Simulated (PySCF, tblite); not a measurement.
# C₂H₅OPSi: dynamics, then NMR shifts and electronic excitations on frames

Aim: move C₂H₅OPSi (`O=C=PC[SiH3]`) away from its starting geometry and see how NMR shifts and electronic excitations follow the geometry.

Computed with tblite 0.8.0 and PySCF 2.14.0, with density-fitted response routines of our own, on a single molecule in the gas phase. Atoms count from 0, in the outputs and in this text.

### 1 The molecule as given

10 atoms, charge 0, multiplicity 1; geometry from: GFN2-xTB.

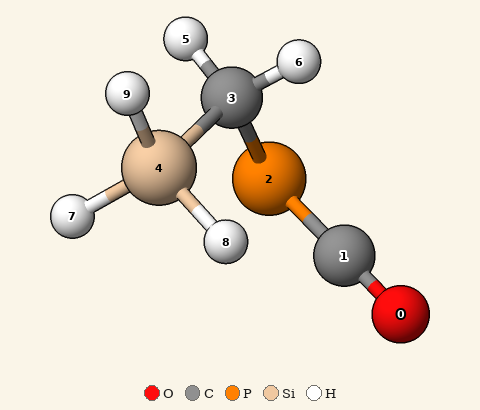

The starting geometry (oxygen red, carbon grey, phosphorus orange, silicon light orange, hydrogen white), atoms numbered.

### 2 Thermal motion with GFN2-xTB

Job settings and geometry (Å):

```
{"job": {"kind": "md", "xc": "GFN2-xTB", "basis": "xTB", "temperature": 600, "steps": 2000, "every": 50, "frames": 5}, "charge": 0, "multiplicity": 1}
O      2.944360    -0.432181     0.732499
C      2.182655     0.163072     0.083965
P      1.288401     1.076107    -0.943075
C     -0.370803     0.930782    -0.078208
Si    -1.054817    -0.853020    -0.036022
H     -1.033597     1.583666    -0.647751
H     -0.277318     1.358065     0.919571
H     -1.108127    -1.369111    -1.402497
H     -0.167956    -1.666650     0.795963
H     -2.393917    -0.786077     0.553027
```

Level: GFN2-xTB Langevin dynamics, gas phase.

Launch:

```bash
$ OMP_NUM_THREADS=1 python probes_run.py task.json out
```

This one command runs all jobs of the session in turn.

The log of the run:

```text
t/fs     T/K      E/eV
    0.0   508.5   -410.50227
   25.0   330.9   -410.24274
   50.0   400.1   -410.28335
   75.0   424.4   -410.08760
  100.0   395.7   -409.97583
  125.0   376.4   -409.91980
  150.0   420.9   -409.93054
  175.0   559.9   -410.14441
  200.0   703.5   -409.89639
  225.0   990.9   -409.95901
  250.0   532.0   -409.77728
  275.0   814.1   -409.97720
  300.0   720.5   -410.03868
  325.0   536.2   -410.01609
  350.0   422.1   -409.87995
  375.0   488.2   -409.94108
  400.0   646.3   -410.23471
  425.0   468.8   -409.89453
  450.0   423.3   -409.89550
  475.0   559.4   -409.92241
  500.0   717.5   -410.07896
  525.0   596.4   -409.90954
  550.0   739.9   -409.87608
  575.0   641.7   -409.90573
  600.0   782.7   -409.98708
  625.0   635.1   -409.77547
  650.0   488.4   -409.58277
  675.0   609.3   -409.52468
  700.0   732.6   -409.54719
  725.0   437.3   -409.52925
  750.0   581.7   -409.88759
  775.0   495.9   -409.52515
  800.0   514.1   -409.51426
  825.0   602.6   -409.68532
  850.0   897.9   -409.87516
  875.0   900.7   -409.60543
  900.0   700.7   -409.71797
  925.0   803.6   -409.83759
  950.0   803.0   -409.93348
  975.0   505.3   -409.85442
 1000.0   844.0   -409.96095
```

Wall time 7.1 s (1 thread of Intel Xeon 6975P-C, shared host); peak memory 0.18 GiB.

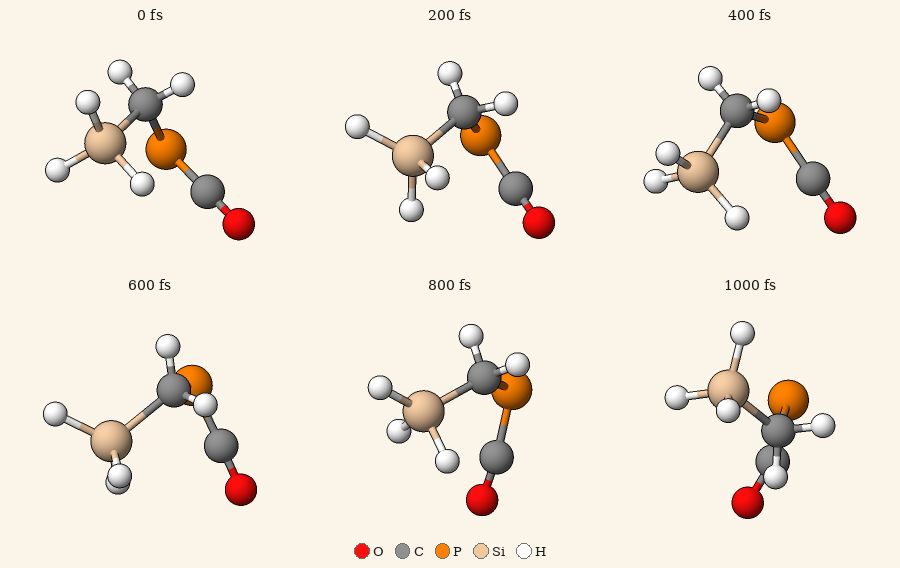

Frames of the run.

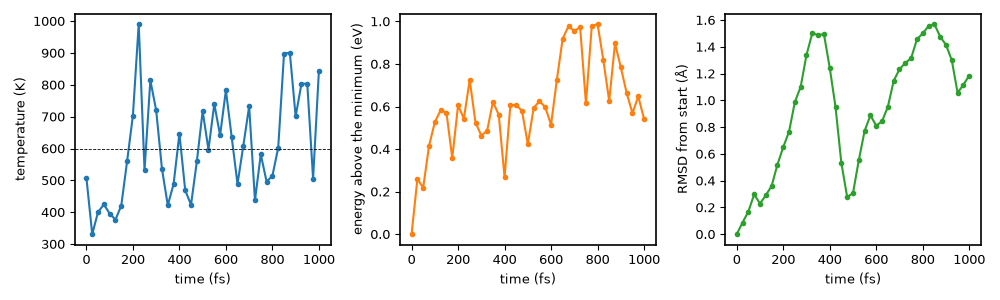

Temperature, potential energy and distance from the start.

Positions (Å) and forces (eV/Å) at 1000 fs:

```xyz
10

O     1.502    0.108   -1.240    0.471    0.691    0.344
C     1.206    0.968   -0.498   -0.287   -1.337   -1.097
P     0.283    1.910    0.456   -0.488    0.086    0.315
C    -0.267    0.258    1.363    1.882    0.596    0.379
Si   -2.144    0.002    1.462    0.618   -0.320    1.117
H     0.248    0.579    2.282   -0.737   -0.479    0.493
H     0.384   -0.598    1.056   -0.929    0.485   -0.207
H    -2.547   -0.176    0.140   -0.566   -0.248   -1.597
H    -2.500   -1.143    2.296    0.211   -0.197    0.010
H    -2.826    1.099    2.074   -0.175    0.724    0.244
```

### 3 Nuclear shieldings: 250 fs, PBE0/pcSseg-1

Job settings and geometry (Å):

```
{"job": {"kind": "nmr", "xc": "PBE0", "basis": "pcSseg-1", "pop": false}, "charge": 0, "multiplicity": 1}
O      3.079300    -0.219900     0.484100
C      2.129700     0.375900     0.038000
P      0.975200     1.385200    -0.604900
C     -0.528100     0.601300     0.283300
Si    -1.000900    -1.098900    -0.385500
H     -1.407900     1.318000     0.213300
H     -0.231100     0.708200     1.280300
H      0.483700    -1.407700    -0.607500
H     -1.758300    -2.106100     0.358600
H     -2.069400    -0.844400    -1.501800
```

Method: GIAO PBE0/pcSseg-1 NMR shielding, non-relativistic, gas phase.

The log of the run:

```text
coarse grid: 9608 points
cycle   1  E = -784.6289153296  dE =  3.804e-01  |g| = 6.440e-01  |ddm| = 2.961e+00
cycle   2  E = -784.1833591273  dE =  4.456e-01  |g| = 1.647e+00  |ddm| = 1.115e+00
cycle   3  E = -784.7006760668  dE = -5.173e-01  |g| = 2.040e-01  |ddm| = 8.980e-01
cycle   4  E = -784.7095612455  dE = -8.885e-03  |g| = 1.060e-01  |ddm| = 2.904e-01
cycle   5  E = -784.7128071154  dE = -3.246e-03  |g| = 2.238e-02  |ddm| = 1.245e-01
cycle   6  E = -784.7129338005  dE = -1.267e-04  |g| = 7.734e-03  |ddm| = 2.823e-02
cycle   7  E = -784.7129512663  dE = -1.747e-05  |g| = 2.046e-03  |ddm| = 9.996e-03
cycle   8  E = -784.7129524553  dE = -1.189e-06  |g| = 2.811e-04  |ddm| = 2.705e-03
final grid: 84336 points
cycle   9  E = -784.7531862417  dE = -1.958e-06  |g| = 1.099e-02  |ddm| = 1.654e-02
cycle  10  E = -784.7530952975  dE =  9.094e-05  |g| = 2.446e-02  |ddm| = 1.759e-02
cycle  11  E = -784.7532075312  dE = -1.122e-04  |g| = 2.705e-03  |ddm| = 1.297e-02
cycle  12  E = -784.7532094250  dE = -1.894e-06  |g| = 4.077e-04  |ddm| = 2.718e-03
cycle  13  E = -784.7532094591  dE = -3.419e-08  |g| = 2.188e-04  |ddm| = 6.363e-04
cycle  14  E = -784.7532094741  dE = -1.499e-08  |g| = 4.444e-05  |ddm| = 2.617e-04
cycle  15  E = -784.7532094747  dE = -6.055e-10  |g| = 8.075e-06  |ddm| = 5.538e-05
converged SCF energy = -784.7532094747

GIAO shielding tensors (ppm)
atom      isotropic    diamagn.    paramagn.     s11        s22        s33       span
  0 O     -178.126     399.758    -577.883   -370.126   -203.104     38.853    408.979
  1 C      -52.949     262.854    -315.803   -146.675   -140.439    128.268    274.944
  2 P      471.180     966.139    -494.960    226.662    468.053    718.824    492.161
  3 C      193.988     256.210     -62.222    162.716    198.534    220.716     58.000
  4 Si     375.058     878.712    -503.654    294.362    347.807    483.005    188.643
  5 H       30.361      29.681       0.680     24.054     27.443     39.587     15.534
  6 H       30.426      33.739      -3.313     22.395     30.113     38.771     16.375
  7 H       26.075      29.418      -3.343     21.275     27.273     29.676      8.401
  8 H       26.635      28.795      -2.160     23.666     24.157     32.082      8.416
  9 H       25.710      27.347      -1.638     22.875     24.290     29.964      7.090
```

Run time: 6.3 s. Hardware: 1 thread of Intel Xeon 6975P-C, shared host; peak memory 0.57 GiB.

Shifts follow as δ = σ(reference) − σ, with reference shieldings (ppm) from runs at the same level and on the same kind of geometry: 1H TMS 31.72, 13C TMS 186.9, 29Si TMS 349.2, 17O H2O 336.1, 31P H3PO4 318.4. The references are single molecules in the gas phase, so shifts against H2O, NH3, PH3, H3PO4 or CFCl3 are not on the usual liquid scales and can be off by tens of ppm. Each atom is listed at this fixed geometry, with no averaging over motion; a spectrum would average atoms that exchange fast.

```csv
atoms,environment,σ (ppm),δ (ppm)
C1,central carbon of a heterocumulene,-52.9,239.9
C3,sp3 CH2 bonded to P and Si,194.0,-7.1
H9,hydrogen on a silicon bonded to C,25.71,6.01
H7,hydrogen on a silicon bonded to C,26.07,5.64
H8,hydrogen on a silicon bonded to C,26.64,5.08
H5,hydrogen on an sp3 CH2 bonded to P and Si,30.36,1.36
H6,hydrogen on an sp3 CH2 bonded to P and Si,30.43,1.29
O0,carbonyl oxygen,-178.1,514.2
P2,phosphorus bonded to 2 C,471.2,-152.8
Si4,"silicon bonded to C, 3 H",375.1,-25.9
```

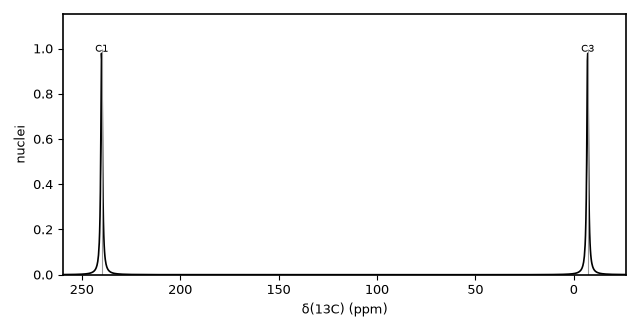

13C lines at the computed shifts, without couplings. Lines are broadened to a width of 0.99 ppm (Lorentzian).

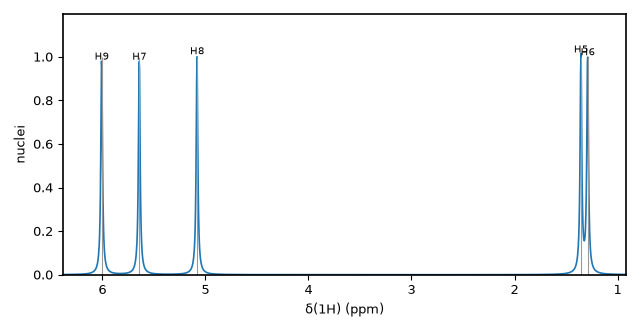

1H lines at the computed shifts, without couplings. Lines are broadened to a width of 0.02 ppm (Lorentzian).

### 4 Excited states and response: 250 fs, PBE0/def2-SVPD

Same as in step 3 but for these lines:

```diff
@@ -1,2 +1,2 @@
-{"job": {"kind": "nmr", "xc": "PBE0", "basis": "pcSseg-1", "pop": false}, "charge": 0, "multiplicity": 1}
+{"job": {"kind": "uv", "xc": "PBE0", "basis": "def2-SVPD", "nstates": 5, "ntriplets": 0}, "charge": 0, "multiplicity": 1}
 O      3.079300    -0.219900     0.484100
```

Method: TDDFT PBE0/def2-SVPD, vertical, gas phase, core orbitals frozen in the response.

The log of the run:

```text
coarse grid: 9608 points
cycle   1  E = -784.3134717723  dE =  3.504e-01  |g| = 6.130e-01  |ddm| = 3.758e+00
cycle   2  E = -783.9008772773  dE =  4.126e-01  |g| = 1.572e+00  |ddm| = 1.436e+00
cycle   3  E = -784.3829505957  dE = -4.821e-01  |g| = 1.860e-01  |ddm| = 1.088e+00
cycle   4  E = -784.3904125551  dE = -7.462e-03  |g| = 9.705e-02  |ddm| = 3.164e-01
cycle   5  E = -784.3932582288  dE = -2.846e-03  |g| = 2.235e-02  |ddm| = 1.345e-01
cycle   6  E = -784.3934048688  dE = -1.466e-04  |g| = 6.698e-03  |ddm| = 3.328e-02
cycle   7  E = -784.3934184009  dE = -1.353e-05  |g| = 1.796e-03  |ddm| = 1.013e-02
cycle   8  E = -784.3934194765  dE = -1.076e-06  |g| = 2.714e-04  |ddm| = 3.016e-03
final grid: 84336 points
cycle   9  E = -784.4940724723  dE = -5.797e-06  |g| = 1.011e-02  |ddm| = 5.071e-02
cycle  10  E = -784.4939951291  dE =  7.734e-05  |g| = 2.218e-02  |ddm| = 2.229e-02
cycle  11  E = -784.4940916739  dE = -9.654e-05  |g| = 2.449e-03  |ddm| = 1.570e-02
cycle  12  E = -784.4940932620  dE = -1.588e-06  |g| = 4.190e-04  |ddm| = 2.954e-03
cycle  13  E = -784.4940933123  dE = -5.025e-08  |g| = 1.692e-04  |ddm| = 7.216e-04
cycle  14  E = -784.4940933211  dE = -8.862e-09  |g| = 5.463e-05  |ddm| = 2.783e-04
cycle  15  E = -784.4940933221  dE = -9.932e-10  |g| = 7.521e-06  |ddm| = 8.151e-05
converged SCF energy = -784.4940933221

Static polarisability (au): isotropic 83.092, principal 62.852 82.839 103.585

Singlet excitations
state   eV       nm        f      main configurations
  1   2.4754    500.9   0.00032   H->L 0.99
  2   4.5243    274.0   0.00553   H-1->L 0.53, H->L+1 0.45
  3   5.4686    226.7   0.01384   H-2->L 0.55, H->L+2 0.23, H-1->L 0.09
  4   5.5097    225.0   0.02654   H-2->L 0.40, H->L+2 0.38, H->L+1 0.10
  5   5.9779    207.4   0.09293   H-3->L 0.32, H->L+2 0.19, H-1->L 0.14
```

It took 8.7 s on 1 thread of Intel Xeon 6975P-C, shared host; peak memory 0.66 GiB.

Frontier orbitals and where they lie:

| orbital | eV | atoms |
| --- | --- | --- |
| HOMO−3 | -9.56 | Si4 35 %, H9 26 %, H7 12 % |
| HOMO−2 | -9.11 | Si4 36 %, C3 20 %, H7 20 % |
| HOMO−1 | -8.56 | P2 51 %, C3 19 %, C1 11 % |
| HOMO | -6.72 | P2 44 %, C1 25 %, O0 17 % |
| LUMO | -2.43 | C1 34 %, O0 26 %, P2 18 % |
| LUMO+1 | -0.95 | P2 32 %, C1 28 %, O0 19 % |
| LUMO+2 | 0.04 | Si4 36 %, H9 13 %, C1 10 % |

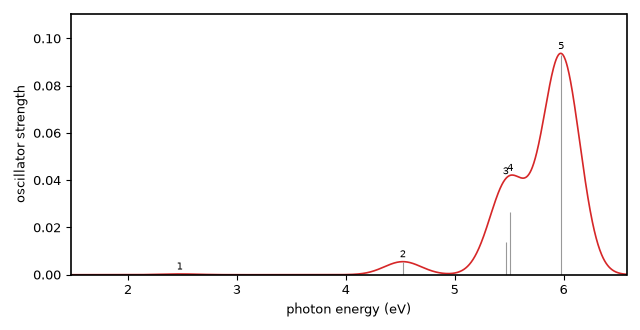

Absorption spectrum from the 5 singlet states computed; above the last one it falls off for lack of states. Lines are broadened to a width of 0.40 eV (Gaussian).

Further results of this job:

```csv
property,computed
dipole moment (D),2.18
polarisability (Å³),12.31
HOMO–LUMO gap (eV),4.29
−ε(HOMO) (eV),6.72
```

### 5 NMR shieldings: 425 fs, PBE0/pcSseg-1

Job settings and geometry (Å):

```
{"job": {"kind": "nmr", "xc": "PBE0", "basis": "pcSseg-1", "pop": false}, "charge": 0, "multiplicity": 1}
O      3.109100    -0.080700     0.461000
C      2.132000     0.522900     0.182100
P      0.817500     1.393500    -0.255600
C     -0.673000     0.392600     0.375500
Si    -0.683400    -1.511400    -0.174700
H     -1.270800     0.861600    -0.387900
H     -0.721900     0.752900     1.346600
H     -2.013800    -1.968700    -0.496900
H      0.324200    -1.671700    -1.264300
H      0.007800    -2.315800     0.890500
```

Method: GIAO PBE0/pcSseg-1 NMR shielding, non-relativistic, gas phase.

The log of the run:

```text
coarse grid: 9608 points
cycle   1  E = -784.6452446954  dE =  4.477e-01  |g| = 6.124e-01  |ddm| = 2.967e+00
cycle   2  E = -784.2838854276  dE =  3.614e-01  |g| = 1.499e+00  |ddm| = 1.057e+00
cycle   3  E = -784.7109216179  dE = -4.270e-01  |g| = 1.699e-01  |ddm| = 8.432e-01
cycle   4  E = -784.7165155883  dE = -5.594e-03  |g| = 9.712e-02  |ddm| = 2.497e-01
cycle   5  E = -784.7192983864  dE = -2.783e-03  |g| = 1.879e-02  |ddm| = 1.156e-01
cycle   6  E = -784.7194000543  dE = -1.017e-04  |g| = 5.190e-03  |ddm| = 2.672e-02
cycle   7  E = -784.7194074608  dE = -7.406e-06  |g| = 2.000e-03  |ddm| = 7.173e-03
final grid: 84336 points
cycle   8  E = -784.7599877524  dE =  3.826e-06  |g| = 1.282e-02  |ddm| = 1.898e-02
cycle   9  E = -784.7598895027  dE =  9.825e-05  |g| = 2.585e-02  |ddm| = 2.194e-02
cycle  10  E = -784.7600177152  dE = -1.282e-04  |g| = 3.805e-03  |ddm| = 1.504e-02
cycle  11  E = -784.7600213787  dE = -3.663e-06  |g| = 3.239e-04  |ddm| = 3.506e-03
cycle  12  E = -784.7600213952  dE = -1.653e-08  |g| = 1.951e-04  |ddm| = 5.359e-04
cycle  13  E = -784.7600214073  dE = -1.210e-08  |g| = 5.017e-05  |ddm| = 2.488e-04
cycle  14  E = -784.7600214080  dE = -7.349e-10  |g| = 9.388e-06  |ddm| = 5.391e-05
converged SCF energy = -784.7600214080

GIAO shielding tensors (ppm)
atom      isotropic    diamagn.    paramagn.     s11        s22        s33       span
  0 O     -157.404     400.897    -558.301   -314.100   -158.789      0.678    314.778
  1 C      -44.808     264.942    -309.751   -134.018   -124.812    124.405    258.422
  2 P      535.976     967.988    -432.012    387.649    509.460    710.820    323.171
  3 C      204.435     256.820     -52.385    185.871    201.112    226.322     40.452
  4 Si     409.385     879.201    -469.816    342.131    407.233    478.792    136.661
  5 H       31.379      32.159      -0.781     23.765     29.844     40.527     16.762
  6 H       30.153      32.337      -2.184     21.396     30.008     39.056     17.660
  7 H       27.432      28.776      -1.344     23.482     25.020     33.792     10.310
  8 H       26.986      29.383      -2.397     23.346     27.070     30.541      7.195
  9 H       26.839      29.089      -2.250     23.990     25.058     31.469      7.479
```

Run time: 6.1 s. Hardware: 1 thread of Intel Xeon 6975P-C, shared host; peak memory 0.64 GiB.

This run: δ C1 231.7, C3 -17.5, O0 493.5, P2 -217.6, H9 4.88, H8 4.73 ppm.

### 6 Excited states and response: 425 fs, PBE0/def2-SVPD

Same as in step 5 but for these lines:

```diff
@@ -1,2 +1,2 @@
-{"job": {"kind": "nmr", "xc": "PBE0", "basis": "pcSseg-1", "pop": false}, "charge": 0, "multiplicity": 1}
+{"job": {"kind": "uv", "xc": "PBE0", "basis": "def2-SVPD", "nstates": 5, "ntriplets": 0}, "charge": 0, "multiplicity": 1}
 O      3.109100    -0.080700     0.461000
```

With the program's defaults for keys left out, this is: TDDFT PBE0/def2-SVPD, vertical, gas phase, core orbitals frozen in the response.

The log of the run:

```text
coarse grid: 9608 points
cycle   1  E = -784.3294283323  dE =  4.179e-01  |g| = 5.811e-01  |ddm| = 3.959e+00
cycle   2  E = -783.9932049129  dE =  3.362e-01  |g| = 1.432e+00  |ddm| = 1.364e+00
cycle   3  E = -784.3925475808  dE = -3.993e-01  |g| = 1.541e-01  |ddm| = 1.039e+00
cycle   4  E = -784.3971916185  dE = -4.644e-03  |g| = 8.936e-02  |ddm| = 2.906e-01
cycle   5  E = -784.3996629182  dE = -2.471e-03  |g| = 1.854e-02  |ddm| = 1.310e-01
cycle   6  E = -784.3997760640  dE = -1.131e-04  |g| = 4.424e-03  |ddm| = 3.269e-02
cycle   7  E = -784.3997815631  dE = -5.499e-06  |g| = 1.812e-03  |ddm| = 7.417e-03
final grid: 84336 points
cycle   8  E = -784.5006853795  dE =  1.540e-06  |g| = 1.179e-02  |ddm| = 4.920e-02
cycle   9  E = -784.5006029131  dE =  8.247e-05  |g| = 2.330e-02  |ddm| = 2.820e-02
cycle  10  E = -784.5007127645  dE = -1.099e-04  |g| = 3.411e-03  |ddm| = 1.874e-02
cycle  11  E = -784.5007158496  dE = -3.085e-06  |g| = 3.174e-04  |ddm| = 3.912e-03
cycle  12  E = -784.5007158745  dE = -2.491e-08  |g| = 1.562e-04  |ddm| = 6.651e-04
cycle  13  E = -784.5007158822  dE = -7.641e-09  |g| = 5.834e-05  |ddm| = 2.732e-04
cycle  14  E = -784.5007158833  dE = -1.109e-09  |g| = 9.731e-06  |ddm| = 9.023e-05
cycle  15  E = -784.5007158833  dE = -4.070e-11  |g| = 1.734e-06  |ddm| = 2.369e-05
converged SCF energy = -784.5007158833

Static polarisability (au): isotropic 81.229, principal 62.108 83.275 98.304

Singlet excitations
state   eV       nm        f      main configurations
  1   2.6525    467.4   0.00037   H->L 0.99
  2   4.6079    269.1   0.00892   H-1->L 0.67, H->L+1 0.32
  3   5.6705    218.6   0.02107   H->L+2 0.87
  4   5.8240    212.9   0.06948   H->L+3 0.41, H->L+1 0.24, H-1->L 0.10
  5   6.0340    205.5   0.03872   H->L+3 0.41, H-3->L 0.16, H->L+5 0.13
```

It took 8.2 s on 1 thread of Intel Xeon 6975P-C, shared host; peak memory 0.66 GiB.

This run: HOMO -6.62 eV, LUMO -2.13 eV; lowest singlet 2.65 eV.

### 7 Nuclear shieldings: 625 fs, PBE0/pcSseg-1

Job settings and geometry (Å):

```
{"job": {"kind": "nmr", "xc": "PBE0", "basis": "pcSseg-1", "pop": false}, "charge": 0, "multiplicity": 1}
O      3.172200    -0.470200     0.261300
C      2.132300     0.065300     0.158400
P      0.932300     1.161000     0.271300
C     -0.111600    -0.176200     1.184400
Si    -0.494800    -1.668200    -0.106800
H     -0.925800     0.323500     1.710000
H      0.652800    -0.320500     2.007000
H      0.286300    -1.638800    -1.449700
H     -0.509500    -3.008800     0.472900
H     -1.818600    -1.128800    -0.633500
```

With the program's defaults for keys left out, this is: GIAO PBE0/pcSseg-1 NMR shielding, non-relativistic, gas phase.

The log of the run:

```text
coarse grid: 9608 points
cycle   1  E = -784.6354567074  dE =  3.938e-01  |g| = 6.085e-01  |ddm| = 2.955e+00
cycle   2  E = -784.2906102212  dE =  3.448e-01  |g| = 1.472e+00  |ddm| = 1.055e+00
cycle   3  E = -784.6999080108  dE = -4.093e-01  |g| = 1.690e-01  |ddm| = 8.328e-01
cycle   4  E = -784.7057257701  dE = -5.818e-03  |g| = 9.388e-02  |ddm| = 2.571e-01
cycle   5  E = -784.7082945785  dE = -2.569e-03  |g| = 1.742e-02  |ddm| = 1.094e-01
cycle   6  E = -784.7083737023  dE = -7.912e-05  |g| = 5.724e-03  |ddm| = 2.359e-02
cycle   7  E = -784.7083825655  dE = -8.863e-06  |g| = 2.164e-03  |ddm| = 7.798e-03
final grid: 84336 points
cycle   8  E = -784.7487991586  dE =  8.812e-06  |g| = 1.303e-02  |ddm| = 1.872e-02
cycle   9  E = -784.7486920137  dE =  1.071e-04  |g| = 2.678e-02  |ddm| = 2.326e-02
cycle  10  E = -784.7488309127  dE = -1.389e-04  |g| = 3.304e-03  |ddm| = 1.558e-02
cycle  11  E = -784.7488337106  dE = -2.798e-06  |g| = 3.878e-04  |ddm| = 3.364e-03
cycle  12  E = -784.7488337441  dE = -3.350e-08  |g| = 1.732e-04  |ddm| = 5.977e-04
cycle  13  E = -784.7488337530  dE = -8.964e-09  |g| = 5.440e-05  |ddm| = 2.218e-04
cycle  14  E = -784.7488337539  dE = -8.376e-10  |g| = 8.598e-06  |ddm| = 5.332e-05
converged SCF energy = -784.7488337539

GIAO shielding tensors (ppm)
atom      isotropic    diamagn.    paramagn.     s11        s22        s33       span
  0 O     -143.841     400.230    -544.071   -335.990   -177.422     81.888    417.878
  1 C      -42.417     262.760    -305.177   -138.868   -134.473    146.090    284.959
  2 P      485.342     967.247    -481.905    179.797    553.326    722.903    543.106
  3 C      198.914     254.695     -55.781    176.452    187.298    232.993     56.541
  4 Si     393.882     877.881    -483.998    281.192    413.857    486.597    205.405
  5 H       31.058      30.816       0.242     25.904     27.510     39.760     13.857
  6 H       28.048      30.184      -2.136     20.202     28.760     35.181     14.979
  7 H       26.133      27.776      -1.642     22.749     26.208     29.443      6.694
  8 H       26.804      28.253      -1.449     22.661     24.639     33.112     10.451
  9 H       26.105      27.871      -1.766     22.762     24.753     30.801      8.038
```

Wall time 6 s (1 thread of Intel Xeon 6975P-C, shared host); peak memory 0.64 GiB.

Key values: δ C1 229.3, C3 -12.0, O0 479.9, P2 -167.0, H9 5.61, H7 5.58 ppm.

[end of part 1 of 2]
